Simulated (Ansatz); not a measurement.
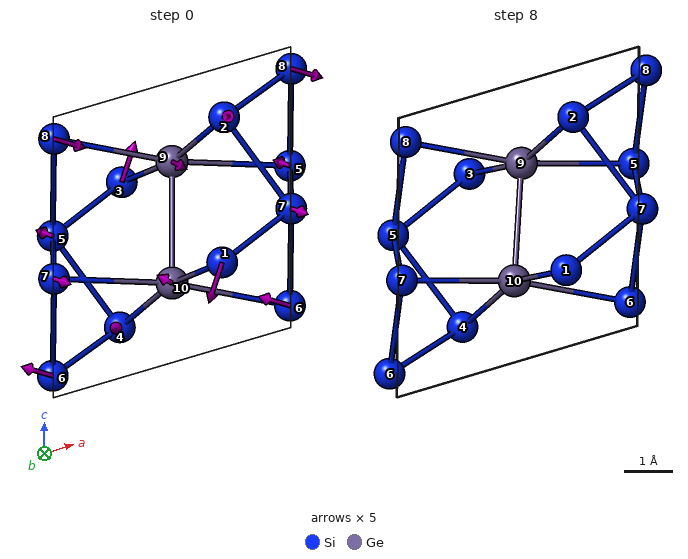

The structure of solid Si₄Ge (a generated structure, set up in P-1) (coarse preliminary run) before (left) and after (right) a relaxation, at one scale. The purple arrows give the displacements (the part carried along by the change of the cell is left out), 5 times their true length.

A ball-and-stick model of the cell of the calculation, seen along the b axis.

Method: DFT PBE, scalar-relativistic, plane waves, PAW in Ansatz. Settings: plane-wave cutoff 420 eV; k-point mesh 4 × 4 × 4; occupations gaussian; smearing width 0.1 eV; no spin polarisation; cell and atoms relaxed; force threshold 0.04 eV/Å; at most 70 steps.

Q: Describe what moved and what it gained.

A: Over 7 accepted moves (8 points after the start) the energy falls by 7.4 meV per atom. The largest force component goes from 0.25 to 0.025 eV/Å. Pressure: 0.19 GPa at the start and 0.01 GPa at the end. At 1 point the geometry stayed and the basis and grid were re-selected for the new cell (energy shift of less than 0.05 meV per atom at most each time). The largest moves relative to the cell, 0.19 Å, are those of Si1 and Si3. Si1 goes along [−1 1 −2]. Largest moves by element: Si 0.19 Å, Ge 0.08 Å. Cell: a 5.267 → 5.338 Å (+1.3 %), b 5.403 → 5.408 Å (+0.1 %), c 6.166 → 6.140 Å (−0.4 %), α 74.4° → 74.1°, β 72.4° → 72.1°, γ 83.5° → 84.1°. Volume +0.7 %. Near-neighbour distances that change, for instance: Si1–Si2 2.971 → 2.761 Å, Si1–Si5 2.691 → 2.846 Å, Si5–Si7 2.696 → 2.842 Å, Si1–Si3 2.731 → 2.871 Å. Bond angles that change, for instance: Si8–Si3–Ge9 146.5° → 156.9°, Si2–Si3–Si6 100.9° → 110.6°, Si2–Si7–Si6 144.2° → 135.9°. The space group stays P-1 (No. 2). Cost: 2.7 min on 1 thread of Arm Neoverse V1 (shared host), peak memory 0.5 GiB.
